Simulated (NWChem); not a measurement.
# AlH3S (SMILES [AlH2][SH]) at M06-2X/MINI

Aim: the electronic atomisation energy of AlH3S at M06-2X/MINI, from 4 runs. 

Program for the calculation: NWChem 7.3.0.

2 further runs of the same task are left out: 2 that didn't finish.

### Step 1. The structure to begin with

AlH3S has 5 atoms, charge 0, and is taken as a singlet. As SMILES, `[AlH2][SH]`. The coordinates come from a PBE0-D4/def2-TZVP relaxation.

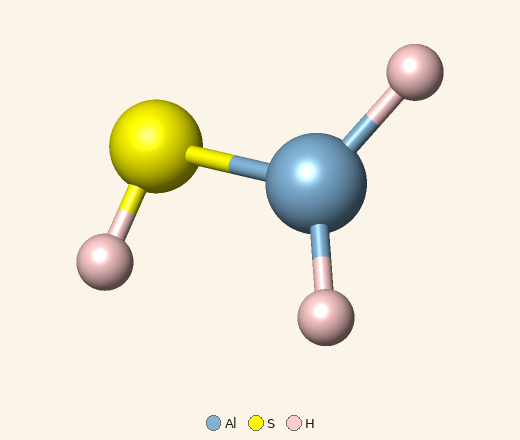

The structure, seen from a chosen angle (aluminium light blue, sulfur yellow, hydrogen pink).

### Step 2. A single-point energy at M06-2X/MINI (run 1)

File sp.nw:

```
start sp
memory total 2200 mb

geometry units angstroms noautosym nocenter noautoz
   Al    -0.616100    -0.064200    -0.181700
   S      1.129100    -0.343100     1.096600
   H     -1.981700    -0.650100     0.351100
   H     -0.441100     0.696000    -1.556400
   H      1.959700     0.287800     0.249000
end

basis "ao basis" spherical bse
   * library MINI
end

dft
   xc m06-2x
   mult 1
   grid fine
   convergence energy 1e-08
   maxiter 100
   mulliken
   noprint "final vectors analysis"
end

task dft energy
```

On the command line:

```sh
$ nwchem sp.nw > sp.out
```

Standard output:

```text
[...]
          Wavefunction type:  closed shell.
          No. of atoms     :     5
          No. of electrons :    32
[...]
          Charge           :     0
          Spin multiplicity:     1
[...]
          AO basis - number of functions:    21
[...]
              XC Information
              --------------
                       M06-2X Method XC Functional
                     Hartree-Fock (Exact) Exchange  0.540
                        M06-2X Exchange Functional  1.000
                      M06-2X Correlation Potential  1.000
[...]
 d= 0,ls=0.0,diis     1   -638.9201963322 -7.13D+02  3.94D-02  7.99D-02     0.3
[...]
 d= 0,ls=0.0,diis     7   -638.9405819436 -2.98D-09  3.44D-06  2.97D-10     1.4
         Total DFT energy =     -638.940581943618
      One electron energy =    -1029.333715242883
           Coulomb energy =      361.709627645738
    Exchange-Corr. energy =      -45.131399424544
 Nuclear repulsion energy =       73.814905078071
[...]
      Total Density - Mulliken Population Analysis
     ---------------------------------------------
    Atom       Charge   Shell Charges
 -----------   ------   -------------------------------------------------------
    1 Al  13    12.22   2.00  2.00  1.03  5.97  1.23
    2 S   16    16.45   2.00  2.00  1.93  5.97  4.56
    3 H    1     1.22   1.22
    4 H    1     1.22   1.22
    5 H    1     0.90   0.90
[...]
```

Run time: 2 s. Hardware: 1 thread of Intel Xeon 6975P-C (Granite Rapids), shared host; peak memory 0.11 GiB.

### Step 3. The Al atom at the same level (run 2)

File job.nw:

```
start job
title "Al"
memory stack 880 mb heap 220 mb global 1100 mb
charge 0

geometry units angstrom noautosym nocenter noautoz
 Al    0.000000    0.000000    0.000000
end

basis spherical bse
 Al library MINI
end

dft
 xc m06-2x
 mult 2
 grid fine
 convergence energy 1e-08
 maxiter 100
 mulliken
 print low
end

task dft energy
```

Run the same way, it converges to -240.98697 Eh (log not shown).

Run 3 isn't shown in full; the table further down has it.

### Step 4. The S atom at the same level (run 4)

File mymol.nw:

```
start mymol
memory 2200 mb

geometry units angstroms noautosym nocenter noautoz
  S      0.000000     0.000000     0.000000
end

basis spherical bse
  * library MINI
end

dft
  xc m06-2x
  mult 3
  grid fine
  convergence energy 1e-08
  maxiter 100
  mulliken
  noprint "final vectors analysis"
end

task dft energy
```

Run the same way, it converges to -396.11852 Eh (log not shown).

### Step 5. Overview of the runs

| run | level | partner | energy (Eh) | wall time |
| --- | --- | --- | --- | --- |
| 1 | M06-2X/MINI | base | -638.940582 | 2 s |
| 2 | UM06-2X/MINI | atoms | -240.986973 | 0.97 s |
| 3 | UM06-2X/MINI | atoms | -0.494585 | 0.68 s |
| 4 | UM06-2X/MINI | atoms | -396.118525 | 0.93 s |

### Step 6. Summary of results

At M06-2X/MINI:

| quantity | value |
| --- | --- |
| S atom: total energy | -396.11852 Eh |
| S atom: ⟨S²⟩ | 2.000 |
| electronic atomisation energy | 9.560 eV |

Taking the molecule apart into free atoms costs 9.56 eV (220 kcal/mol), before zero-point energy and without spin-orbit coupling. In a minimal basis such a difference can be off by several eV, whatever the method. In runs 1, 2, 3, 4 the basis is minimal, so the values are rough. All runs together took 4.6 s, the longest 2 s.
